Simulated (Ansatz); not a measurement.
```yaml
atoms:
  - { symbol: C, position_ang: [-0.3031, -1.0901, -0.5744] }
  - { symbol: Ge, position_ang: [0.6663, 0.3476, 0.3007] }
  - { symbol: F, position_ang: [2.0136, -0.3628, 1.1111] }
  - { symbol: S, position_ang: [-0.5511, 1.3941, 1.7764] }
  - { symbol: Cl, position_ang: [1.3693, 1.7705, -1.1871] }
  - { symbol: H, position_ang: [0.2936, -1.5457, -1.3273] }
  - { symbol: H, position_ang: [-0.6833, -1.7739, 0.1712] }
  - { symbol: H, position_ang: [-1.1824, -0.5749, -1.1119] }
  - { symbol: H, position_ang: [-1.5344, 1.7889, 0.8243] }
```

The fields and orbitals are those of the mean-field reference, not of the correlated method.

These are results of Ansatz, SCF PBE-QIDH, Gaussian basis, not measurements.

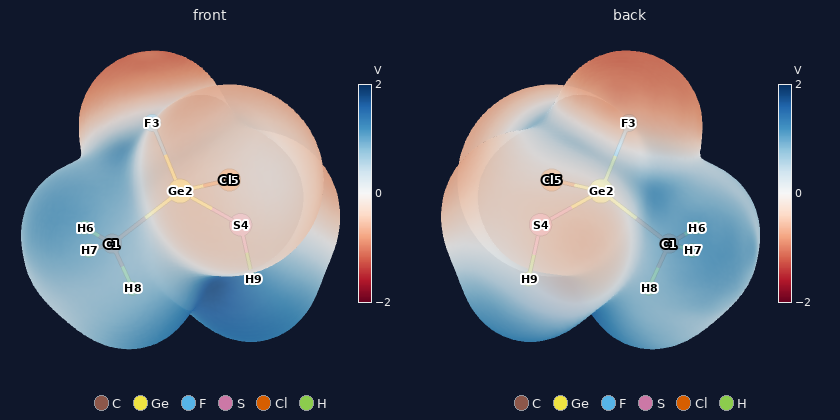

CH$_{4}$ClFGeS. The electrostatic potential painted on the density surface at 0.001 e/bohr³, seen from the front and from behind; red is negative and blue positive.

### Which sites attract a positive test charge, and which a negative one?

A positive charge is drawn to the negative regions and a negative charge to the positive ones. The most negative region (about −1.0 V) lies over F3, the most positive (about +1.6 V) over Ge2 and H9.
